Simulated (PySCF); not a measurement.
C₃H₃, charge −1, SMILES `[CH-]1C=C1`.

Method: HF/6-311+G**; geometry: GFN2-xTB; program: PySCF. This is a single-reference result, which may miss multireference character in this system. No frequency check shows the geometry to be a minimum.

Coordinates in Å:

```
C1      -0.9710    0.0005    0.1832
C2       0.4310    0.6504    0.0151
C3       0.4302   -0.6507    0.0152
H4      -1.4920    0.0006   -0.9217
H5       1.0762    1.5057   -0.1796
H6       1.0743   -1.5068   -0.1795
```

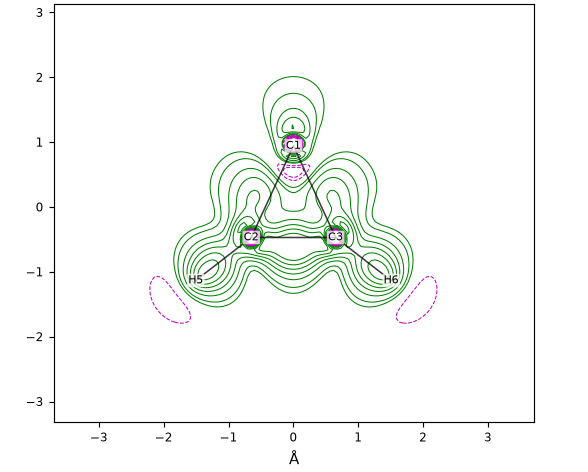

Deformation density (molecule less spherical, spin-averaged free atoms) in the plane of C1, C2, C3, H5 and H6; contours at ±0.05 to ±0.8 e/Å³; solid green lines: gain, dashed magenta lines: loss.

Q: Describe the bonding that the map shows.

A: C2–C3: +0.75 e/Å³ at the bond critical point (bond length 1.30 Å). C2–H5 and C3–H6: +0.65 e/Å³ at the bond critical point (bond length 1.09 Å). C1–C3 and C1–C2: +0.23 e/Å³ at the bond critical point (bond length 1.55 Å). In all, 1.9 electrons gather in the regions of gain relative to the promolecule of neutral atoms (this includes the anion's extra charge).

Q: Where do the Hirshfeld charges lie?

A: The highest Hirshfeld charge is on H5 and H6 (+0.02 e), the lowest on C1 (−0.52 e).

Cost of the run: 1.1 s on 1 thread of Arm Neoverse V1, on a shared host, peak memory 0.17 GiB.
